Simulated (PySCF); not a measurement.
# C4H6Cu (charge −1): what the fields show

```xyz
11

Cu   -0.2418   -0.0831   -0.0001
C    -0.2472   -0.1214    1.9335
C     0.4719   -0.8826    2.7823
H    -0.9191    0.5750    2.4815
H     1.1943   -1.6335    2.4252
H     0.3994   -0.8192    3.8846
C    -0.2705   -0.0357   -1.9334
C     0.0055    0.9831   -2.7718
H    -0.5567   -0.9545   -2.4908
H     0.3094    1.9764   -2.4056
H    -0.0471    0.9101   -3.8745
```

Geometry: PBE0-D3(BJ)/def2-SVP.

All numbers below come from CAM-B3LYP/def2-SVPD, SCF density, gas phase in PySCF 2.14.0.

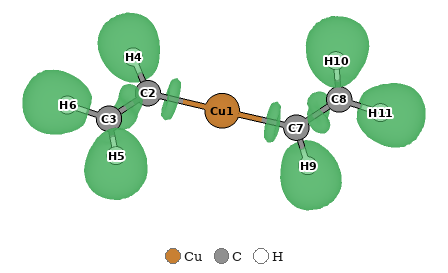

Figure 1. Isosurface of the electron localisation function at 0.85 (green), seen at a tilt. Core shells and regions of very low density are left out.

Where are the electrons localised?

At this value the surface marks out two regions between bonded C–C atoms (shared pairs), six regions around hydrogen nuclei and two lobes of the valence shell of C pointing towards Cu (polar bonds). Along the contacts the grid gives the following. C–C (1.35 Å): the ELF peaks at about 0.95 between the atoms (localised, covalent bonding). C–Cu (1.93 Å): the ELF peaks at about 0.95 in the valence shell of C, 0.7 Å from its nucleus, and is about 0.35 at the midpoint.

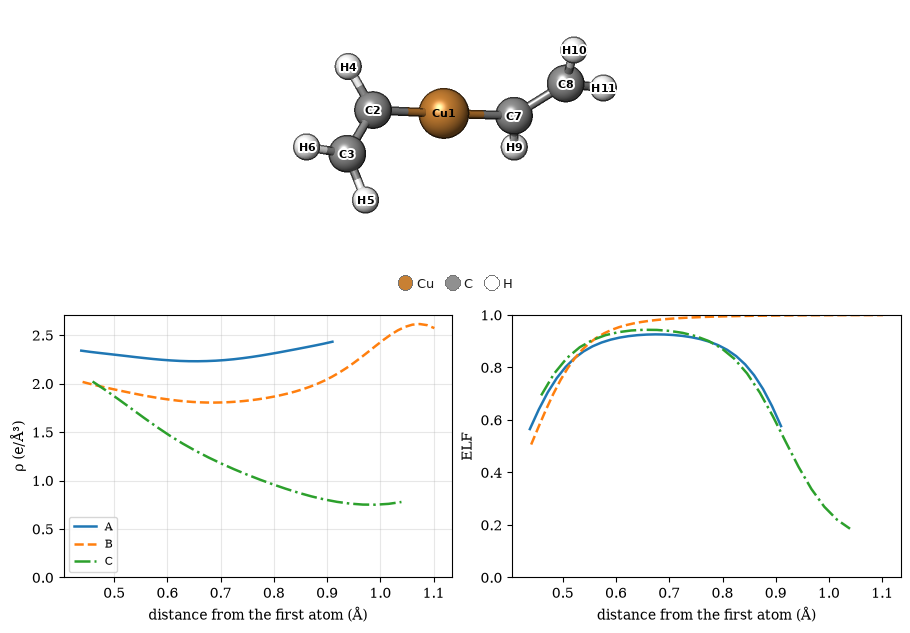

Figure 2. Total electron density and electron localisation function along straight lines between neighbouring atoms. The curves leave out the atomic cores. The structure is drawn too.

Which curve belongs to which contact (C–C, C–Cu and C–H)? The first atom named is at distance zero.

Curve A: C–C (1.35 Å): ρ is about 2.2 e/Å³ halfway; the ELF peaks at about 0.95 between the atoms; localised, covalent bonding. Curve B: C–H (1.10 Å): ρ at the midpoint is about 1.9 e/Å³; the ELF climbs to about 1 towards the hydrogen, as it does in any bond to H (an ordinary covalent bond to hydrogen). Curve C: C–Cu (1.93 Å): ρ at the midpoint is about 0.75 e/Å³; the ELF peaks at about 0.95 in the valence shell of C, 0.7 Å from its nucleus, and is about 0.35 at the midpoint.
